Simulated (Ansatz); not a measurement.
The calculation's input:

```
crystal:
  periodic: [false, false, false]
  atoms:
    - {symbol: F, position_ang: [0.141963, -1.529951, -1.139798]}
    - {symbol: C, position_ang: [-0.188114, -0.363353, -0.465062]}
    - {symbol: In, position_ang: [1.371673, 0.342989, 0.857672]}
    - {symbol: C, position_ang: [-1.590698, -0.066274, -0.471290]}
    - {symbol: N, position_ang: [-0.963792, 0.592228, -1.334176]}
    - {symbol: H, position_ang: [2.894263, -0.446149, 0.864078]}
    - {symbol: H, position_ang: [0.945698, 1.695930, 1.833519]}
    - {symbol: H, position_ang: [-2.610984, -0.225411, -0.144953]}
basis:
  gaussian: {orbitals: def2-TZVPP}
hamiltonian: {xc: pbe0, dispersion: d4}
output: {orbitals: {seedname: orbitals}}
```

Launched as:

```sh
ansatz run in.yaml --threads 4 --pin off --events-out ev --progress --plain --max-ram 10444MiB
```

Geometry: PBE0-D4/def2-TZVP; core potentials replace the inner electrons of In.

Computed with RKS PBE0-D4/def2-TZVPP (Ansatz 0.2.0).

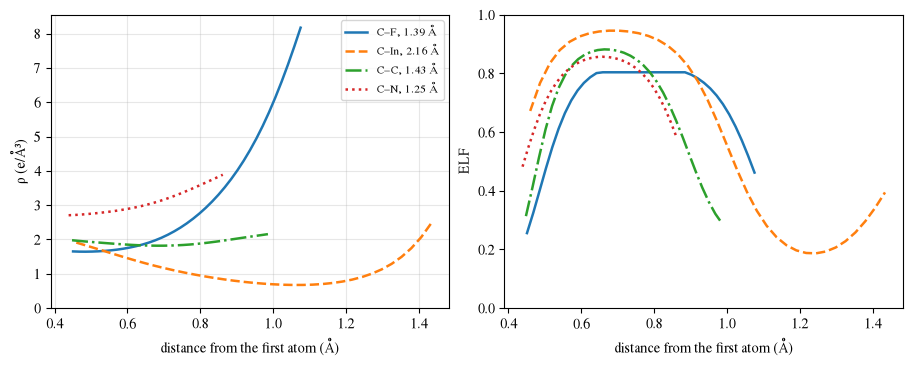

C$_{2}$H$_{3}$FInN. Electron density and electron localisation function along straight lines between neighbouring atoms. The curves leave out the atomic cores.

Compare the contacts.

Answer. C–F (1.39 Å): ρ is about 2.1 e/Å³ halfway, with its minimum of 1.6 e/Å³ about 0.5 Å from C; the ELF peaks at about 0.80 between the atoms; a polar covalent bond.
C–In (2.16 Å): the density is about 0.68 e/Å³ at the midpoint; the ELF peaks at about 0.95 in the valence shell of C, 0.7 Å from its nucleus, and drops to about 0.20 between the two atoms.
C–C (1.43 Å): the density is about 1.8 e/Å³ at the midpoint; the ELF peaks at about 0.90 between the atoms (localised, covalent bonding).
C–N (1.25 Å): the density is about 2.9 e/Å³ at the midpoint; the ELF peaks at about 0.85 between the atoms; a multiple bond.
